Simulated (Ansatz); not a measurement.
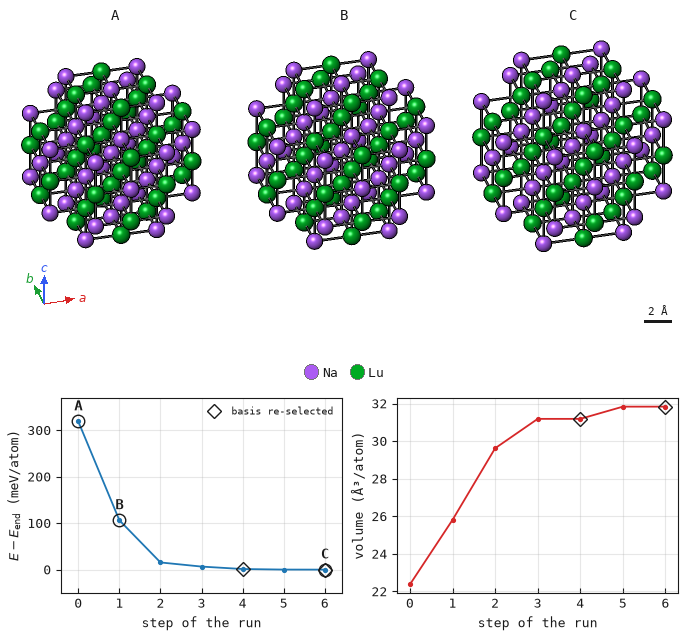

Frames of a relaxation of crystalline NaLu (a generated structure, set up in Fm-3m) (coarse preliminary run), marked on the history of the run. A ball-and-stick model of the conventional cell (4 times the calculation's cell), seen from a free direction. Lengths and directions refer to the drawn axes.

These are results of DFT PBE, scalar-relativistic, plane waves, PAW (Ansatz), not measurements.

Input
```yaml
crystal:
  lattice:
    - [0.0, 2.8178793, 2.8178793]
    - [2.8178793, 0.0, 2.8178793]
    - [2.8178793, 2.8178793, 0.0]
  atoms:
    - { symbol: Na, position: [0.5, 0.5, 0.5] }
    - { symbol: Lu, position: [0.0, 0.0, 0.0] }
basis:
  ecutwfc: 420
kpoints:
  mp_grid: { grid: [6, 6, 6] }
hamiltonian:
  xc: pbe
scf:
  occupations: { method: gaussian, width: 0.1 }
  lower_state_search: "off"
output:
  forces: true
  stress: true
  eigenvalues: true
relax:
  adjacent_minimum: "off"
  f_tol: 0.04
  max_steps: 70
  cell: { stress_tol: 0.4 }
```

Launched with:
```bash
ansatz run input.yaml --threads 1 --pin off --max-ram 2048MiB --backend cpu --events-out ev --progress --plain --runs-dir out
```

**Describe the path.**

No atom moves by more than 0.005 Å relative to the cell. The volume changes by +42.3 %, with a = b = c 5.636 → 6.339 Å (+12.5 %). Near-neighbour distances that change, for instance: Na1–Lu2 2.818 → 3.169 Å. The space group stays Fm-3m (No. 225). Over 4 accepted moves (6 points after the start) the energy falls by 319 meV per atom. All forces vanish by symmetry, so only the cell relaxes. The pressure goes from 14.17 to 0.10 GPa. The SCF was repeated twice at an unchanged geometry on a basis and grid sized afresh for the cell, which shifted the energy by 5.3 meV per atom at most. From step 0 to 1: volume +15.3 %, energy −213 meV per atom. From step 1 to 6: volume +23.3 %, energy −106 meV per atom.
